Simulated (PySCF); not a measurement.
# Cobalt: the same states on changed settings

Aim: see what changed settings do to total energies and their difference. The change: radial step 1.2 in ln r (0.13 in the sound run), unsound on purpose. A sound run of the same states serves as the yardstick.

The numbers are computed with PySCF 2.14.0 (unrestricted determinants in a Gaussian basis, no spin-orbit coupling in the energies), except any that are marked as measured or tabulated.

## Step 1: The atom as given

| Property | Result |
| --- | --- |
| Element | cobalt (Z = 27) |
| Basis | pcseg-2 (6s4p3d2f1g, 56 functions) |
| Hamiltonian | no relativity, point nucleus |
| State 1 | Co²⁺: [Ar] 3d7, high-spin 4F determinant |
| State 2 | Co³⁺: [Ar] 3d6, high-spin 5D determinant |
| Methods | TPSS, BP86 |

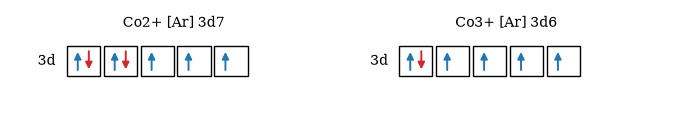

Outer shells as boxes.

The sound run (pcseg-2, the non-relativistic Hamiltonian (point nucleus), symmetry-adapted start, fine grid, valence correlation) gave:

```csv
species,method,energy (hartree)
Co²⁺,UHF,-1380.58409
Co²⁺,TPSS,-1381.86418
Co²⁺,BP86,-1382.01153
Co²⁺,MP2 (valence),-1380.73599
Co³⁺,UHF,-1379.43280
Co³⁺,TPSS,-1380.60273
Co³⁺,BP86,-1380.74335
Co³⁺,MP2 (valence),-1379.52263
```

The runs were made by one driver on top of PySCF. The scripts below sum up each run's settings (the driver also hands on starting orbitals that pick excited configurations, and frozen orbitals as a list rather than a count), and the logs come from the driver's own runs. The driver starts from symmetry-adapted Hartree-Fock orbitals, holds the occupation by maximum overlap and uses a logarithmic radial grid for functionals, so a plain start would take other cycles.

The driver's launch:

```
$ OMP_NUM_THREADS=1 python atomrun2.py TASK.json OUT
```

The integrals over 56 functions and the set-up took 0.27 s of CPU time.

The grid is set inside the driver, so the scripts do not show it: radial step 1.2 in ln r (0.13 in the sound run).

## Step 2: Changed run, Co²⁺, method by method

TPSS:

The input, input.py:

```python
from pyscf import gto, scf, dft, mp, cc
import basis_set_exchange as bse
mol = gto.M(atom="Co 0 0 0", charge=2, spin=3, symmetry="D2h",
            basis=gto.basis.parse(bse.get_basis("pcseg-2", elements=["Co"], fmt="nwchem", header=False)))
mf = dft.UKS(mol, xc="TPSS")
mf.irrep_nelec = {'Ag': (5, 4), 'B1g': (1, 1), 'B2g': (1, 0), 'B3g': (1, 0), 'B1u': (2, 2), 'B2u': (2, 2), 'B3u': (2, 2)}
mf.kernel()
```

The program printed:

```text
damping factor = 0
level_shift factor = 0
DIIS = <class 'pyscf.scf.diis.CDIIS'>
diis_start_cycle = 1
diis_space = 10
diis_damp = 0
SCF conv_tol = 1e-09
SCF conv_tol_grad = None
number electrons alpha = 14  beta = 11
XC functionals = TPSS
    J. Tao, J. P. Perdew, V. N. Staroverov, and G. E. Scuseria.,  Phys. Rev. Lett. 91, 146401 (2003)
    J. P. Perdew, J. Tao, V. N. Staroverov, and G. E. Scuseria.,  J. Chem. Phys. 120, 6898 (2004)
    J. Tao, J. P. Perdew, V. N. Staroverov, and G. E. Scuseria.,  Phys. Rev. Lett. 91, 146401 (2003)
    J. P. Perdew, J. Tao, V. N. Staroverov, and G. E. Scuseria.,  J. Chem. Phys. 120, 6898 (2004)
cycle= 1 E= -1386.36378001392  delta_E= -0.106  |g|= 0.384  |ddm|= 0.643
cycle= 2 E= -1386.33639813675  delta_E= 0.0274  |g|= 0.538  |ddm|= 0.347
cycle= 3 E= -1386.39184707232  delta_E= -0.0554  |g|= 0.00949  |ddm|= 0.206
cycle= 4 E= -1386.39187469307  delta_E= -2.76e-05  |g|= 0.00203  |ddm|= 0.00676
cycle= 5 E= -1386.3918756559  delta_E= -9.63e-07  |g|= 0.000124  |ddm|= 0.00098
cycle= 6 E= -1386.39187565872  delta_E= -2.82e-09  |g|= 9.1e-06  |ddm|= 4.72e-05
cycle= 7 E= -1386.39187565873  delta_E= -1.39e-11  |g|= 1.6e-07  |ddm|= 3.6e-06
converged SCF energy = -1386.39187565873  <S^2> = 3.7520062  2S+1 = 4.001003
```

It took 0.29 s on 1 thread of Neoverse-V2, shared host, the integrals not counted.

The occupied shells:

```csv
shell,electrons,mean orbital energy (eV),spread (eV),rms radius (bohr)
1s α,1,-7538.8,0,0.0658
1s β,1,-7538.7,0,0.0658
2s α,1,-918.72,0,0.278
2s β,1,-917.18,0,0.278
2p α,3,-784.54,0,0.250
2p β,3,-783.15,0,0.250
3s α,1,-129.37,0,0.872
3s β,1,-124.51,0,0.872
3p α,3,-88.997,0,0.899
3p β,3,-84.432,0,0.899
3d α,5,-28.347,1.437,1.10
3d β,2,-26.558,0,1.10
```

⟨S²⟩ = 3.752, ⟨L²⟩ = 12.02.

BP86:

Changes to input.py:

```diff
@@ -4,3 +4,3 @@
             basis=gto.basis.parse(bse.get_basis("pcseg-2", elements=["Co"], fmt="nwchem", header=False)))
-mf = dft.UKS(mol, xc="TPSS")
+mf = dft.UKS(mol, xc="B88,P86")
 mf.irrep_nelec = {'Ag': (5, 4), 'B1g': (1, 1), 'B2g': (1, 0), 'B3g': (1, 0), 'B1u': (2, 2), 'B2u': (2, 2), 'B3u': (2, 2)}
```

The program printed:

```text
damping factor = 0
level_shift factor = 0
DIIS = <class 'pyscf.scf.diis.CDIIS'>
diis_start_cycle = 1
diis_space = 10
diis_damp = 0
SCF conv_tol = 1e-09
SCF conv_tol_grad = None
number electrons alpha = 14  beta = 11
XC functionals = B88,P86
    A. D. Becke.,  Phys. Rev. A 38, 3098 (1988)
    J. P. Perdew.,  Phys. Rev. B 33, 8822 (1986)
cycle= 1 E= -1386.42405441774  delta_E= -0.0782  |g|= 0.409  |ddm|= 0.597
cycle= 2 E= -1386.39323620963  delta_E= 0.0308  |g|= 0.588  |ddm|= 0.375
cycle= 3 E= -1386.45689595463  delta_E= -0.0637  |g|= 0.00242  |ddm|= 0.215
cycle= 4 E= -1386.45689727134  delta_E= -1.32e-06  |g|= 0.00113  |ddm|= 0.00182
cycle= 5 E= -1386.45689750297  delta_E= -2.32e-07  |g|= 7.48e-06  |ddm|= 0.000459
cycle= 6 E= -1386.45689750302  delta_E= -4.82e-11  |g|= 2.78e-07  |ddm|= 1.24e-05
converged SCF energy = -1386.45689750302  <S^2> = 3.751946  2S+1 = 4.0009729
```

It took 0.12 s on 1 thread of Neoverse-V2, shared host, the integrals not counted.

## Step 3: Changed run, Co³⁺, method by method

TPSS:

The input, input.py:

```python
from pyscf import gto, scf, dft, mp, cc
import basis_set_exchange as bse
mol = gto.M(atom="Co 0 0 0", charge=3, spin=4, symmetry="D2h",
            basis=gto.basis.parse(bse.get_basis("pcseg-2", elements=["Co"], fmt="nwchem", header=False)))
mf = dft.UKS(mol, xc="TPSS")
mf.irrep_nelec = {'Ag': (5, 3), 'B1g': (1, 1), 'B2g': (1, 0), 'B3g': (1, 0), 'B1u': (2, 2), 'B2u': (2, 2), 'B3u': (2, 2)}
mf.kernel()
```

The program printed:

```text
damping factor = 0
level_shift factor = 0
DIIS = <class 'pyscf.scf.diis.CDIIS'>
diis_start_cycle = 1
diis_space = 10
diis_damp = 0
SCF conv_tol = 1e-09
SCF conv_tol_grad = None
number electrons alpha = 14  beta = 10
XC functionals = TPSS
    J. Tao, J. P. Perdew, V. N. Staroverov, and G. E. Scuseria.,  Phys. Rev. Lett. 91, 146401 (2003)
    J. P. Perdew, J. Tao, V. N. Staroverov, and G. E. Scuseria.,  J. Chem. Phys. 120, 6898 (2004)
    J. Tao, J. P. Perdew, V. N. Staroverov, and G. E. Scuseria.,  Phys. Rev. Lett. 91, 146401 (2003)
    J. P. Perdew, J. Tao, V. N. Staroverov, and G. E. Scuseria.,  J. Chem. Phys. 120, 6898 (2004)
cycle= 1 E= -1385.09601463544  delta_E= -0.102  |g|= 0.158  |ddm|= 0.563
cycle= 2 E= -1385.09762016036  delta_E= -0.00161  |g|= 0.129  |ddm|= 0.12
cycle= 3 E= -1385.10053772592  delta_E= -0.00292  |g|= 0.00116  |ddm|= 0.0535
cycle= 4 E= -1385.10053790226  delta_E= -1.76e-07  |g|= 9.58e-05  |ddm|= 0.000301
cycle= 5 E= -1385.10053790381  delta_E= -1.55e-09  |g|= 5.22e-06  |ddm|= 3.62e-05
cycle= 6 E= -1385.10053790381  delta_E= -4.09e-12  |g|= 1.71e-07  |ddm|= 2e-06
converged SCF energy = -1385.10053790381  <S^2> = 6.00175  2S+1 = 5.0007
```

It took 0.25 s on 1 thread of Neoverse-V2, shared host, the integrals not counted.

The occupied shells:

```csv
shell,electrons,mean orbital energy (eV),spread (eV),rms radius (bohr)
1s α,1,-7561.6,0,0.0658
1s β,1,-7561.5,0,0.0658
2s α,1,-942.26,0,0.278
2s β,1,-940.02,0,0.278
2p α,3,-808.03,1.222,0.250
2p β,3,-806.03,0.637,0.250
3s α,1,-150.70,0,0.866
3s β,1,-143.82,0,0.866
3p α,3,-110.16,2.259,0.886
3p β,3,-103.74,0.223,0.886
3d α,5,-48.814,2.684,0.983
3d β,1,-45.122,0,0.983
```

⟨S²⟩ = 6.002, ⟨L²⟩ = 6.01.

BP86:

Changes to input.py:

```diff
@@ -4,3 +4,3 @@
             basis=gto.basis.parse(bse.get_basis("pcseg-2", elements=["Co"], fmt="nwchem", header=False)))
-mf = dft.UKS(mol, xc="TPSS")
+mf = dft.UKS(mol, xc="B88,P86")
 mf.irrep_nelec = {'Ag': (5, 3), 'B1g': (1, 1), 'B2g': (1, 0), 'B3g': (1, 0), 'B1u': (2, 2), 'B2u': (2, 2), 'B3u': (2, 2)}
```

The program printed:

```text
damping factor = 0
level_shift factor = 0
DIIS = <class 'pyscf.scf.diis.CDIIS'>
diis_start_cycle = 1
diis_space = 10
diis_damp = 0
SCF conv_tol = 1e-09
SCF conv_tol_grad = None
number electrons alpha = 14  beta = 10
XC functionals = B88,P86
    A. D. Becke.,  Phys. Rev. A 38, 3098 (1988)
    J. P. Perdew.,  Phys. Rev. B 33, 8822 (1986)
cycle= 1 E= -1385.16639984155  delta_E= -0.0824  |g|= 0.174  |ddm|= 0.518
cycle= 2 E= -1385.16798244684  delta_E= -0.00158  |g|= 0.15  |ddm|= 0.136
cycle= 3 E= -1385.17199754178  delta_E= -0.00402  |g|= 0.000658  |ddm|= 0.0621
cycle= 4 E= -1385.17199760578  delta_E= -6.4e-08  |g|= 4.63e-05  |ddm|= 0.000206
cycle= 5 E= -1385.17199760609  delta_E= -3.09e-10  |g|= 4.46e-06  |ddm|= 1.31e-05
converged SCF energy = -1385.17199760609  <S^2> = 6.001077  2S+1 = 5.0004308
```

It took 0.1 s on 1 thread of Neoverse-V2, shared host, the integrals not counted.

## Step 4: What moved

```csv
species,method,converged,energy less sound run (eV)
Co²⁺,TPSS,yes,-123.2048
Co²⁺,BP86,yes,-120.9646
Co³⁺,TPSS,yes,-122.3915
Co³⁺,BP86,yes,-120.5096
```

Ionisation energy of Co²⁺:

```csv
method,sound run (eV),changed run (eV),shift (eV)
UHF,31.328,31.328,+0.000
TPSS,34.326,35.139,+0.813
BP86,34.509,34.964,+0.455
```

## Step 5: What came out

| quantity | value |
| --- | --- |
| change | radial step 1.2 in ln r (0.13 in the sound run) |
| runs converged | 4 of 4 |
| largest shift of a converged total energy | 123 eV |
| largest shift of the ionisation energy | +0.813 eV (TPSS) |

In words: The ionisation energy moves by up to 0.81 eV, at TPSS. A coarse radial grid mis-integrates the density and the exchange-correlation energy, with errors of either sign; Hartree-Fock needs no grid. The setting is unsound on purpose, so these numbers are no properties of the atom.
